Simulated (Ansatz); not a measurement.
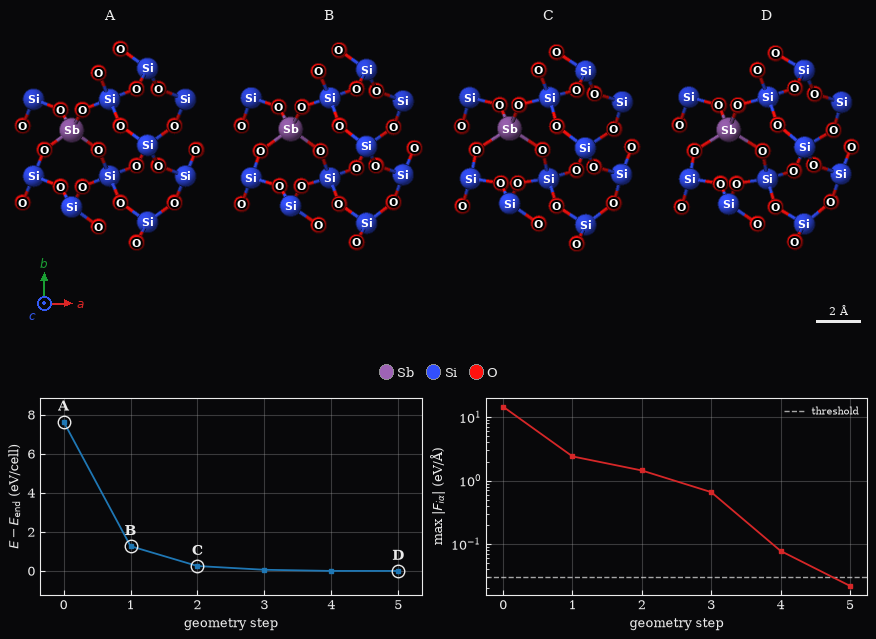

Frames of a relaxation of a defect cell of composition Si7SbO16 (cell charge +1), marked on the history of the run. The picture is a ball-and-stick view of the atoms within 5.0 Å of the atom that moves most (axes of the conventional cell (2 times the calculation's cell)), seen along the c axis. Lengths and directions refer to the drawn axes.

Level of theory: Ansatz, DFT, PBE, plane-wave PAW, default files, scalar-relativistic.

Input file:
```yaml
crystal:
  lattice:
    - [0.0, 4.982, 6.963]
    - [4.982, 0.0, 6.963]
    - [4.982, 4.982, 0.0]
  atoms:
    - { symbol: Sb, position: [0.0, 0.0, 0.29897] }
    - { symbol: Si, position: [0.5, 0.5, 0.79897] }
    - { symbol: Si, position: [0.42397, 0.82603, 0.375] }
    - { symbol: Si, position: [0.92397, 0.32603, 0.875] }
    - { symbol: Si, position: [0.25, 0.25, 0.45103] }
    - { symbol: Si, position: [0.75, 0.75, 0.95103] }
    - { symbol: Si, position: [0.07603, 0.67397, 0.125] }
    - { symbol: Si, position: [0.57603, 0.17397, 0.625] }
    - { symbol: O, position: [0.020855, 0.157275, 0.082615] }
    - { symbol: O, position: [0.520855, 0.657275, 0.582615] }
    - { symbol: O, position: [0.385745, 0.042385, 0.354145] }
    - { symbol: O, position: [0.885745, 0.542385, 0.854145] }
    - { symbol: O, position: [0.407275, 0.270855, 0.489255] }
    - { symbol: O, position: [0.907275, 0.770855, 0.989255] }
    - { symbol: O, position: [0.292385, 0.635745, 0.967725] }
    - { symbol: O, position: [0.792385, 0.135745, 0.467725] }
    - { symbol: O, position: [0.114255, 0.457615, 0.282275] }
    - { symbol: O, position: [0.614255, 0.957615, 0.782275] }
    - { symbol: O, position: [0.092725, 0.229145, 0.667385] }
    - { symbol: O, position: [0.592725, 0.729145, 0.167385] }
    - { symbol: O, position: [0.207615, 0.864255, 0.395855] }
    - { symbol: O, position: [0.707615, 0.364255, 0.895855] }
    - { symbol: O, position: [0.479145, 0.342725, 0.760745] }
    - { symbol: O, position: [0.979145, 0.842725, 0.260745] }
total_charge: 1
kpoints:
  mp_grid: { grid: [3, 3, 3] }
scf:
  occupations: { method: fermi_dirac, width: 0.01 }
hamiltonian:
  xc: pbe
  pseudopotentials: { kind: paw }
output:
  forces: true
  stress: true
  populations: true
  efg:
    quadrupole_moments_barn: { Sb: -0.543, O: -0.02558 }
    contact_densities: true
relax:
  f_tol: 0.03
  max_steps: 40
```

Launched with:
```bash
ansatz run input.yaml --threads 1 --pin off --max-ram 3072MiB --backend cpu --events-out ev --progress --plain --runs-dir out
```

**What happens along the run?**

The largest moves, 0.34 Å, are those of O9 and O24. O24 goes along [2 −1 3]. By element the largest moves are O 0.34 Å, Si 0.24 Å, Sb 0.02 Å. The lattice vectors keep their values. Near-neighbour distances that change, for instance: Sb1–O24 1.604 → 1.885 Å, Sb1–O16 1.609 → 1.879 Å, Si3–O21 1.604 → 1.672 Å, Si4–O9 1.609 → 1.675 Å. Among the angles between lasting bonds that change: Sb1–O24–Si7 146.6° → 129.6°, Si2–O22–Si4 146.6° → 130.3°, Sb1–O16–Si8 146.6° → 136.4°. The energy falls by 7.647 eV per cell of the calculation in 5 geometry steps. Largest force component: 15 eV/Å at the start, 0.022 eV/Å at the end. The run took 4.1 min on 1 thread of Arm Neoverse V2 (shared host), peak memory 0.74 GiB. From step 0 to 1: O atoms move most (0.20 Å), energy −6.378 eV per cell of the calculation. From step 1 to 2: O atoms move most (0.20 Å), energy −1.017 eV per cell of the calculation. From step 2 to 5: O atoms move most (0.13 Å), energy −0.252 eV per cell of the calculation.

```json
{"step": "0", "E − E(0), meV/atom": "0.00", "largest force component, eV/Å": "14.6296"}
{"step": "1", "E − E(0), meV/atom": "-265.74", "largest force component, eV/Å": "2.4071"}
{"step": "2", "E − E(0), meV/atom": "-308.13", "largest force component, eV/Å": "1.4446"}
{"step": "3", "E − E(0), meV/atom": "-316.15", "largest force component, eV/Å": "0.6584"}
{"step": "4", "E − E(0), meV/atom": "-318.58", "largest force component, eV/Å": "0.0779"}
{"step": "5", "E − E(0), meV/atom": "-318.64", "largest force component, eV/Å": "0.0219"}
```

Limits of the set-up: the periodic images lie only 7.0 Å apart, so the values are limited by the cell's size; the cell is charged, on a uniform background, and energies carry no finite-size correction.
